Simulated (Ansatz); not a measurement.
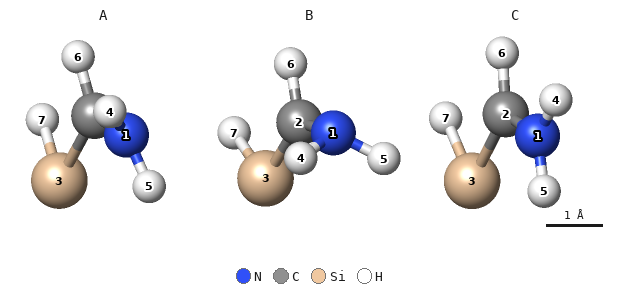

3 geometries from a converged minimum-energy path of CH$_{4}$NSi (multiplicity 2), shuffled. A ball-and-stick model, seen from a free direction.

The calculation used Ansatz 0.2.0, UKS B3LYP/def2-SVP. Set-up: 5 movable images; climbing image; force threshold 0.05 eV/Å; iteration limit 60; starting path by image-dependent pair potential.

Which frame is the transition state?

B. In order along the path, whose images run from 0 to 6: B (image 3, +25.0 kcal/mol), A (image 5, +3.9 kcal/mol), C (image 6, 0.0 kcal/mol). The motion is a rotation about the N1–C2 bond by about 180°. No bond forms or breaks between the ends. Bond angles that change up to the highest image, for instance: C2–Si3–H7 92.8° → 112.0°, Si3–C2–H6 124.6° → 106.2°.
